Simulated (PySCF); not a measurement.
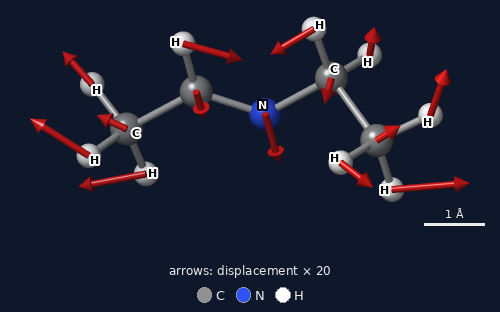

A relaxation of C$_{4}$H$_{9}$N. The starting structure is drawn; red arrows show the displacements, 20 times their true length. The two geometries are superimposed by the best rigid fit.

Style: ball-and-stick. Shown at a tilt.

The start comes from GFN2-xTB.

The calculation used PySCF, PBE0-D3(BJ)/def2-SVP geometry optimisation, gas phase. 

> What happened in the run?

The energy falls by 0.043 eV in 4 geometry steps. Largest force component: 0.6 eV/Å at the start, 0.0093 eV/Å at the end. The largest move after the best rigid fit is that of an H atom, 0.068 Å. By element the largest moves are H 0.068 Å, N 0.052 Å, C 0.032 Å. Among the contacts that change: C–H 1.088 → 1.101 Å, C–N 1.253 → 1.264 Å, C–H 1.104 → 1.113 Å, C–N 1.432 → 1.440 Å. Bond angles that change, for instance: C–N–C 120.9° → 118.7°.
